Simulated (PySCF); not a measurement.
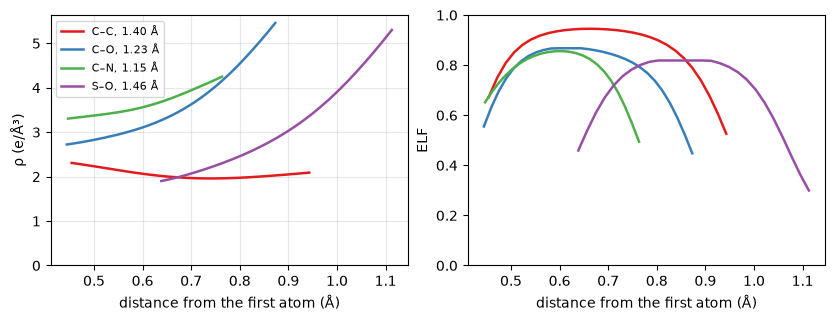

Figure 1: C3H2NO3S (charge −1). Electron density and ELF along straight lines between neighbouring atoms. The curves leave out the atomic cores.

Geometry: GFN2-xTB.

Computed with PBE0/pcSseg-1, SCF density, gas phase, non-relativistic in PySCF 2.14.0.

```xyz
10

N    -0.5473    2.3300   -1.0157
C    -0.5405    1.3366   -0.4316
C    -0.5649    0.1276    0.2676
C    -0.9494   -1.0571   -0.4312
O    -1.3150   -2.1072    0.0835
S     1.5479   -0.3368    0.7252
O     1.8795    0.8019    1.5828
O     2.1992   -0.3011   -0.5805
H    -0.8555    0.2005    1.3115
H    -0.8451   -0.9897   -1.5341
```

**What can be read from the curves?**

C–C (1.40 Å): the density is about 2 e/Å³ at the midpoint; the ELF peaks at about 0.95 between the atoms; localised, covalent bonding.
C–O (1.23 Å): ρ at the midpoint is about 3.2 e/Å³; the ELF peaks at about 0.85 between the atoms; a short, multiple covalent bond.
C–N (1.15 Å): the density is about 3.5 e/Å³ at the midpoint; the ELF peaks at about 0.85 between the atoms (a multiple bond).
S–O (1.46 Å): ρ is about 2.2 e/Å³ halfway; the ELF peaks at about 0.80 between the atoms: a polar covalent bond.
